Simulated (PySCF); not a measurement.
## Run report: SiBr (charge +1), single-point calculation

- system: SiBr, charge +1
- method: UKS-revtpss/pcseg-1, tda (PySCF 2.14.0)

Some settings of this run were made unusual or wrong on purpose.

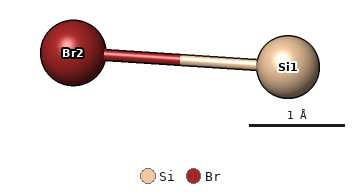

The input geometry (ball-and-stick view, seen at a tilt; atoms are numbered from 1 in the order of the input).

What the run reported:

| quantity | value |
| --- | --- |
| outcome | converged |
| SCF energy | −2862.229303 hartree |
| hardware | 1 CPU thread, shared host |
| wall time | 19 s |

Diagnosis:

Some settings of this run were drawn to be unusual or wrong. It converged; results that depend on the unusual settings are not reference values.

Input file:
```python
from pyscf import gto, dft, tdscf

mol = gto.M(
    atom='Si 0 0 0; Br 0 0 2.33',
    basis='pcseg-1',
    charge=1,
    spin=0,
    verbose=3,
)
mf = dft.UKS(mol, xc='revtpss')
mf.damp = 0.95
mf.diis_start_cycle = 8
mf.kernel()
td = tdscf.TDA(mf)
td.nstates = 6
td.kernel()
td.analyze()
mf.dip_moment()
print('orbital energies (hartree):', [e[max(0, n-3):n+3].round(4) for e, n in zip(mf.mo_energy, mol.nelec)])
```

Command:
```bash
OMP_NUM_THREADS=1 python input.py
```

What the program printed:
```
converged SCF energy = -2862.22930277582  <S^2> = 3.2329694e-13  2S+1 = 1
Excitation energies (eV)
[2.95685144 3.15515524 3.15516338 3.55423902 3.5542415  3.6485235 ]

** Excitation energies and oscillator strengths **
Excited State   1:      2.95685 eV    419.31 nm  f=0.0000
Excited State   2:      3.15516 eV    392.96 nm  f=0.0000
Excited State   3:      3.15516 eV    392.96 nm  f=0.0000
Excited State   4:      3.55424 eV    348.83 nm  f=0.0000
Excited State   5:      3.55424 eV    348.83 nm  f=0.0000
Excited State   6:      3.64852 eV    339.82 nm  f=0.0000

WARN: System has nonzero charge 1; the dipole moment is origin-dependent.
Location of origin: [0. 0. 0.]

Dipole moment(X, Y, Z, Debye): -0.00000, -0.00000,  2.19821
orbital energies (hartree): [array([-0.5417, -0.5247, -0.5247, -0.3941, -0.3941, -0.2868]), array([-0.5417, -0.5247, -0.5247, -0.3941, -0.3941, -0.2868])]
```
